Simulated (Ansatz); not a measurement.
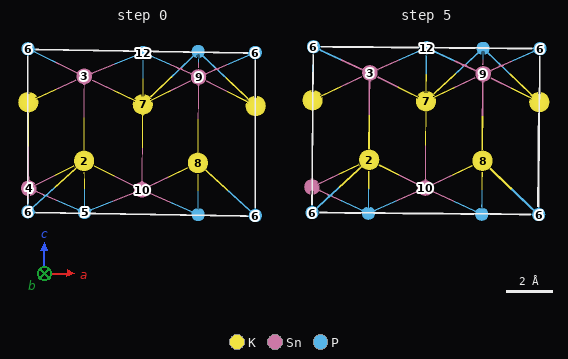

The structure of crystalline KSnP (built on the CaClF-129 type type) before (left) and after (right) a relaxation, at one scale.

A ball-and-stick model of the cell of the calculation, seen along the b axis.

Case: shaken.

These are results of Ansatz, DFT, PBEsol, plane waves, PAW, not measurements. Settings: plane-wave cutoff 420 eV; k-point mesh 2 × 4 × 4; occupations fermi dirac; smearing width 0.05 eV; no spin polarisation; cell and atoms relaxed; force threshold 0.01 eV/Å; at most 120 steps.

Question: Summarise the run.

Answer: After 4 accepted moves (5 points after the start) the energy has fallen by 8.8 meV per atom. The largest force component goes from 0.51 to 0.004 eV/Å. The pressure goes from 0.90 to −0.02 GPa. At 1 point the geometry stayed and the basis and grid were re-selected for the new cell (energy shift of 0.1 meV per atom at most each time). A P atom moves most relative to the cell: 0.078 Å along [−1 0 1]. Largest moves by element: P 0.078 Å, Sn 0.062 Å, K 0.051 Å. Cell: a 9.954 → 9.920 Å (−0.3 %), b 4.924 → 4.960 Å (+0.7 %), c 7.137 → 7.262 Å (+1.7 %), α 89.7° → 90.0°, β 90.9° → 90.0°, γ 89.3° → 90.0°. Volume +2.2 %. Among the contacts that change: K–P 3.523 → 3.405 Å, P–Sn 2.617 → 2.723 Å, K–Sn 3.701 → 3.805 Å, K–P 3.301 → 3.405 Å. The space group (tolerance 0.01 Å) goes from P1 (No. 1) to P4/nmm (No. 129). The run took 41 s on 1 × NVIDIA H100 80GB HBM3 with 2 threads of AMD EPYC 7R13 Processor (Zen 3) (shared host), peak memory 1.4 GiB.
